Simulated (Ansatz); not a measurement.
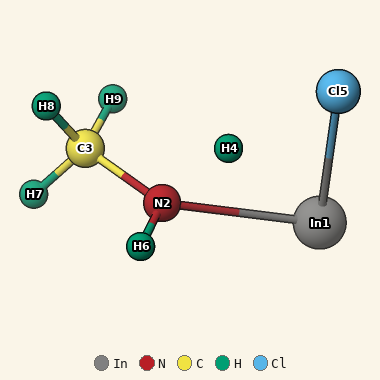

The system is the reacting system CH5ClInN (fragments CH₄InN + ClH where the first distance is long, ClIn + CH₅N where the second is long); the picture shows the reference structure. Coordinates scanned: (1) distance N2–H4 (bond that forms); (2) distance In1–N2 (bond that breaks). Relaxed at each point: all other coordinates. The scan uses a 13 × 13 grid. At 11 points there is no value. Points are written as (first, second). Energies are in kJ/mol, from a guessed transition structure relaxed with its forming and breaking bonds held. The reference is spin-restricted, so regions where a bond is pulled apart into radicals lie too high. These are results of RKS PBE-D4/def2-SVP in Ansatz, not measurements.

Its coordinates:

```xyz
9

In   -2.4853    0.2466   -0.4646
N    -0.0757   -0.3899   -0.4691
C     0.7513   -0.5688    0.7175
H    -0.3081    0.8952   -0.7212
Cl   -1.1520    2.4522   -0.9362
H     0.3630   -0.7746   -1.3158
H     0.8554   -1.6448    0.9787
H     1.7775   -0.1442    0.6234
H     0.2738   -0.0716    1.5875
```

Range: distance N2–H4 (bond that forms) from 0.918 to 2.718 Å; distance In1–N2 (bond that breaks) from 1.917 to 3.417 Å.

Q: What will the energy surface look like?

A: The lowest grid point is at (0.999 Å, 2.682 Å), −87 kJ/mol from a guessed transition structure relaxed with its forming and breaking bonds held. The highest grid point, (2.174 Å, 3.417 Å), lies 325 kJ/mol above the lowest.

| second ↓, first → | 0.918 | 0.999 | 1.110 | 1.236 | 1.374 | 1.521 | 1.675 | 1.836 | 2.002 | 2.174 | 2.351 | 2.532 | 2.718 |
| --- | --- | --- | --- | --- | --- | --- | --- | --- | --- | --- | --- | --- | --- |
| 3.417 | −31 | −60 | −53 | −12 | 45 | 103 | 153 | 190 | 217 | 238 | – | – | – |
| 3.262 | −37 | −66 | −59 | −18 | 37 | 93 | 140 | 174 | 200 | 221 | 238 | – | – |
| 3.111 | −43 | −73 | −65 | −25 | 29 | 83 | 126 | 158 | 183 | 203 | 219 | 233 | – |
| 2.964 | −49 | −79 | −72 | −32 | 21 | 71 | 111 | 141 | 165 | 184 | 199 | 212 | – |
| 2.821 | −54 | −84 | −77 | −39 | 12 | 59 | 96 | 124 | 146 | 164 | 179 | 191 | – |
| 2.682 | −57 | −87 | −81 | −44 | 5 | 48 | 81 | 106 | 127 | 144 | 158 | 169 | 179 |
| 2.548 | −56 | −87 | −81 | −45 | 0 | 39 | 68 | 91 | 109 | 125 | 137 | 148 | 156 |
| 2.419 | −51 | −81 | −76 | −42 | −1 | 33 | 59 | 78 | 94 | 107 | 118 | 127 | 135 |
| 2.297 | −38 | −69 | −65 | −33 | 4 | 34 | 55 | 71 | 84 | 95 | 104 | 112 | 118 |
| 2.182 | −16 | −48 | −44 | −15 | 18 | 42 | 58 | 71 | 81 | 90 | 97 | 104 | 109 |
| 2.077 | 18 | −14 | −12 | 14 | 42 | 61 | 72 | 81 | 88 | 95 | 102 | 108 | – |
| 1.984 | 64 | 31 | 32 | 56 | 78 | 91 | 97 | 102 | 108 | 113 | 120 | 125 | – |
| 1.917 | 110 | 77 | 77 | 98 | 116 | 123 | 126 | 128 | 132 | 137 | 144 | 149 | – |

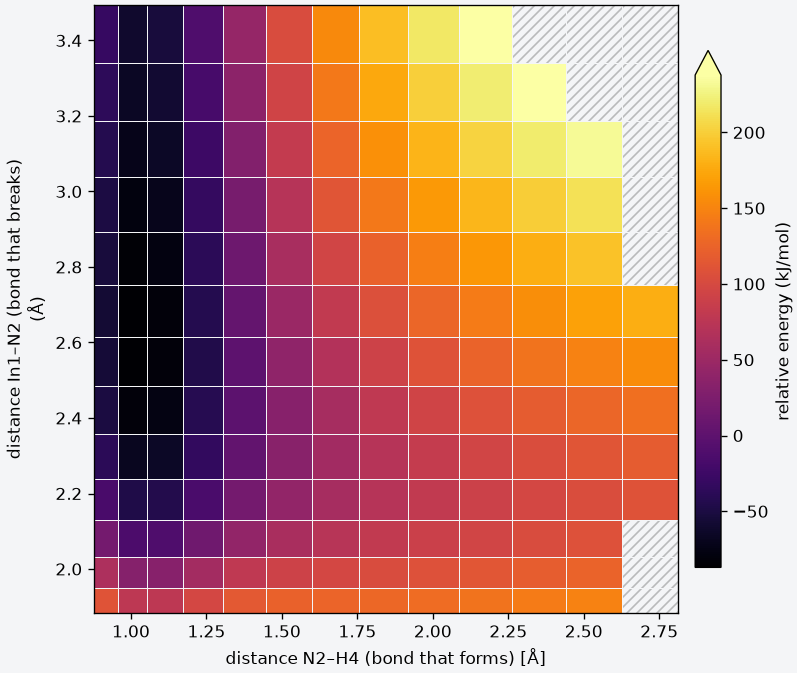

In the figure: one coloured cell a grid point, one colour for all values above the top of the scale, hatched blanks where no value was computed.

Each point was launched as `ansatz run input.yaml --threads 1 --pin off --max-ram 2560MiB --backend cpu --events-out ev --progress --plain --runs-dir out`. Time for the 158 points that were run: 51 min on 1 thread of Arm Neoverse V1, with other jobs on the host.
